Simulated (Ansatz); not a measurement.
# Si3B: the cost of one run

Computed with Ansatz 0.2.0 (DFT PBE, scalar-relativistic, plane waves, PAW, unless a step's input says otherwise).

## 1. The system as given

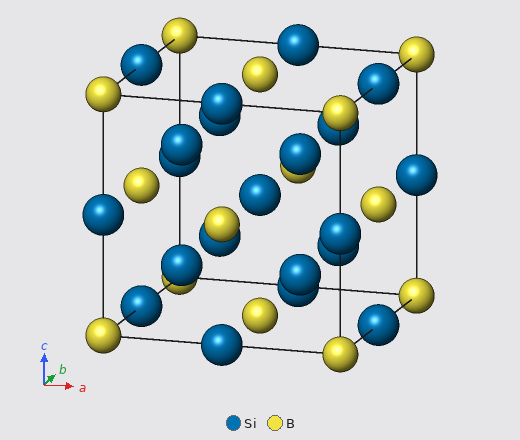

The starting structure, seen slightly off an axis (silicon blue, boron yellow). Atoms on the faces are drawn again on the opposite ones. The cell drawn here is the conventional one.

As a file:

```xyz
4
Lattice="0.0000 3.0336 3.0336 3.0336 0.0000 3.0336 3.0336 3.0336 0.0000" Properties=species:S:1:pos:R:3 pbc="T T T"
Si    1.5168    1.5168    1.5168
Si    4.5504    4.5504    4.5504
Si    3.0336    3.0336    3.0336
B     0.0000    0.0000    0.0000
```

A structure generator made this guess: species swapped into a database cell of Ta3Ru (Fm-3m, No. 225), with Si on the Ta sites and B on the Ru sites. The dimensions are guesses.

## 2. Probe: one point on a coarse mesh

File input.yaml:

```yaml
crystal:
  lattice:
    - [0.0, 3.03361524, 3.03361524]
    - [3.03361524, 0.0, 3.03361524]
    - [3.03361524, 3.03361524, 0.0]
  atoms:
    - { symbol: Si, position: [0.25, 0.25, 0.25] }
    - { symbol: Si, position: [0.75, 0.75, 0.75] }
    - { symbol: Si, position: [0.5, 0.5, 0.5] }
    - { symbol: B, position: [0.0, 0.0, 0.0] }
basis:
  ecutwfc: 420
kpoints:
  mp_grid: { grid: [6, 6, 6] }
hamiltonian:
  xc: pbe
scf:
  occupations: { method: gaussian, width: 0.1 }
  lower_state_search: "off"
output:
  forces: true
  stress: true
  eigenvalues: true
```

On the command line:

```bash
ansatz run input.yaml --threads 1 --pin off --max-ram 2560MiB --backend cpu --events-out ev --progress --plain --runs-dir out
```

What time and memory should one allow on 1 thread of Intel Xeon at 2.70GHz, shared host?

About 2 s, with a peak of 0.31 GiB.
